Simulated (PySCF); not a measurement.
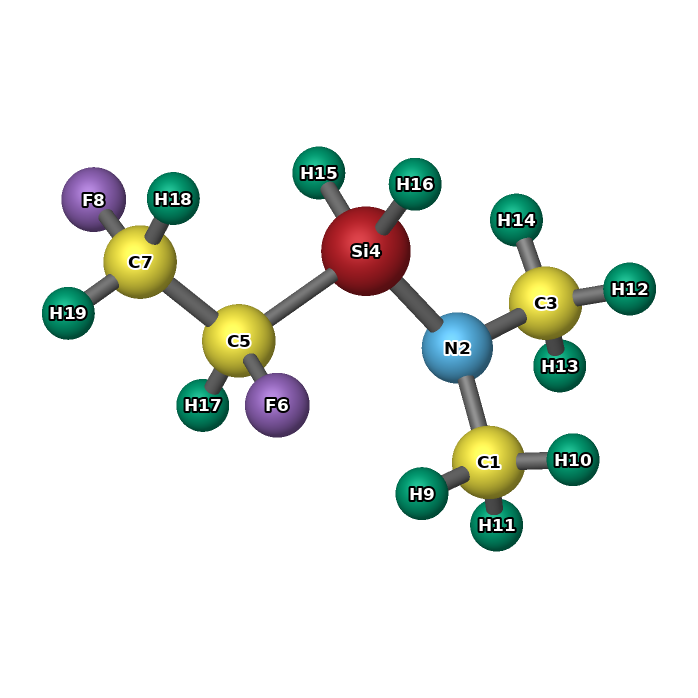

The thickness of each stick grows with its Mayer bond order. The computed structure is the end point of a GFN2-xTB optimisation. No frequency run is at hand to confirm it as a minimum. Level of theory: PBE0/pcSseg-1 (PySCF 2.14.0).

List the Mayer bond orders of C1–N2, N2–C3, N2–Si4, Si4–C5, C5–F6, C5–C7, C7–F8 (bonds between heavy atoms, one of each equivalent set).

| bond | Mayer order | length (Å) |
| --- | --- | --- |
| C1–N2 | 0.95 | 1.447 |
| N2–C3 | 0.96 | 1.443 |
| N2–Si4 | 1.00 | 1.713 |
| Si4–C5 | 0.82 | 1.923 |
| C5–F6 | 0.81 | 1.391 |
| C5–C7 | 1.04 | 1.520 |
| C7–F8 | 0.89 | 1.369 |

The geometry is semi-empirical. Around Si such bond lengths and angles can be off by a tenth of an ångström or more and by several degrees, and values that hang on the shape move with them.
